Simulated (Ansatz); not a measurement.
Take BP in the zinc blende structure (space group F-43m, No. 216; a = 4.5484 Å) as the base.

Modification: a hydrostatic pressure of 0.9 GPa.

Calculations: Ansatz (a program for electronic structure) PBE, without spin-orbit coupling.

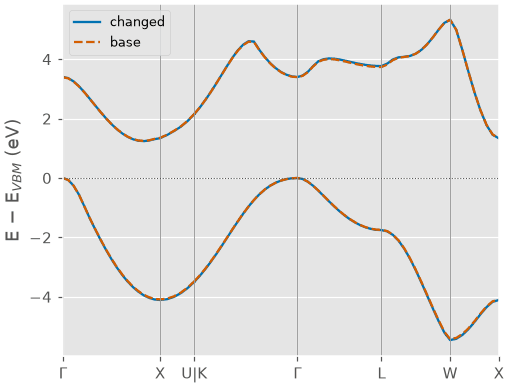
Figure: Highest valence and lowest conduction band along the path, each from its own valence-band maximum

Question: Read the changed gap and its character from the plot.

Answer: About 1.2 eV, indirect, Γ → Γ–X (83 % along).

Load acts through the strain it causes; cell and atoms are relaxed under it. Gaps are read on the SCF mesh and a high-symmetry path. Whether these cells are dynamically stable was not tested.
